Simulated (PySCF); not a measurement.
C₁₁H₁₄FN

Input file:

```
{"job": {"kind": "nmr", "xc": "PBE0", "basis": "pcSseg-1"}, "charge": 0, "multiplicity": 1}
N     -2.498862    -0.139363    -2.485006
C     -1.689494     0.036558    -1.674885
C     -0.673684     0.268411    -0.649609
C     -1.019881     1.560827     0.120323
C     -1.865366     1.066293     1.291609
C     -1.143143    -0.204689     1.741818
C     -0.718028    -0.876328     0.434439
C      0.665236    -1.524593     0.271951
F      0.706442    -2.780531     0.810423
C      1.788953    -0.625355     0.785266
C      1.843645     0.484832    -0.288140
C      0.741471     0.082972    -1.281031
C      0.862096    -1.444953    -1.246577
H     -1.526354     2.303774    -0.511410
H     -0.097127     2.024880     0.498833
H     -1.972260     1.815159     2.090872
H     -2.880734     0.819356     0.938005
H     -0.265887     0.067577     2.349735
H     -1.768220    -0.861261     2.362885
H     -1.453971    -1.642318     0.148505
H      2.715629    -1.216426     0.820422
H      1.607449    -0.249627     1.801490
H      1.716918     1.495793     0.121844
H      2.810781     0.482694    -0.811720
H      0.833713     0.560198    -2.265531
H      1.847132    -1.815936    -1.566914
H      0.074947    -1.969183    -1.808467
```

Command:

```sh
OMP_NUM_THREADS=2 python probes_run.py task.json out
```

Geometry: PBE0-D3(BJ)/def2-SVP.

All numbers below come from PySCF, PBE0/pcSseg-1, SCF density, gas phase, non-relativistic.

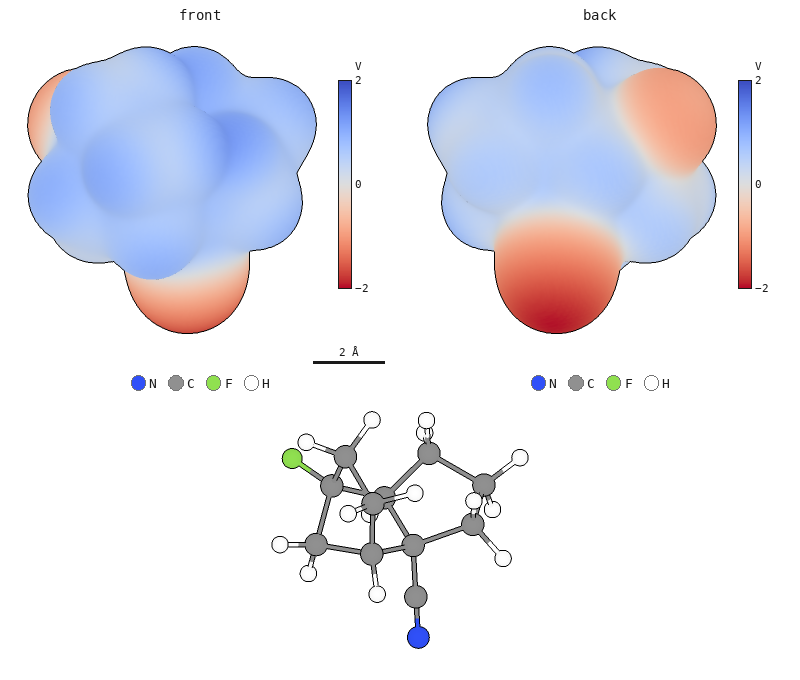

Figure 1. The molecular electrostatic potential painted on the density surface at 0.002 e/bohr³, seen from the front and from behind; the colour scale runs from red (negative) to blue (positive). The bare structure is drawn below in the same view.

> Describe the electrostatic potential map.

The most negative region (about −1.9 V, or −44 kcal/mol for a unit charge) lies over N1, the most positive (about +1.2 V, or +28 kcal/mol for a unit charge) over H15 and H23. N1 is the likeliest acceptor of a hydrogen bond.

> How polar is the molecule by this calculation?

Its dipole moment is 4.27 D.

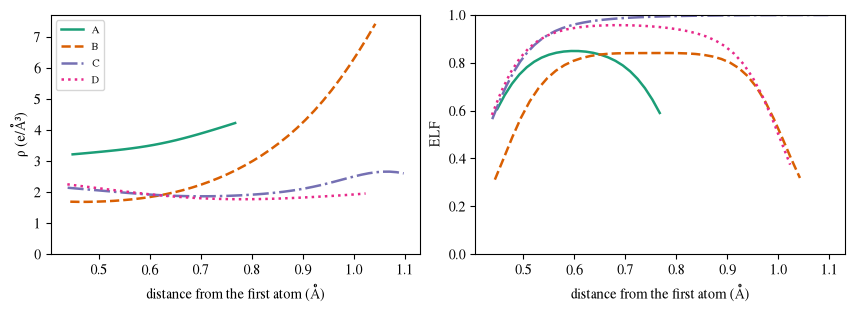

Figure 2. Electron density and electron localisation function along straight lines between neighbouring atoms. The curves leave out the atomic cores.

> Which curve belongs to which contact (C–C, C–F, C–H and C–N)? The first atom named is at distance zero.

Curve A: C–N (1.16 Å): ρ at the midpoint is about 3.4 e/Å³; the ELF peaks at about 0.85 between the atoms (a multiple bond). Curve B: C–F (1.37 Å): ρ is about 2.1 e/Å³ halfway, with its minimum of 1.7 e/Å³ about 0.5 Å from C; the ELF peaks at about 0.85 between the atoms (a polar covalent bond). Curve C: C–H (1.10 Å): ρ is about 2 e/Å³ halfway; the ELF climbs to about 1 towards the hydrogen, as it does in any bond to H; an ordinary covalent bond to hydrogen. Curve D: C–C (1.46 Å): the density is about 1.8 e/Å³ at the midpoint; the ELF peaks at about 0.95 between the atoms; a covalent bond.
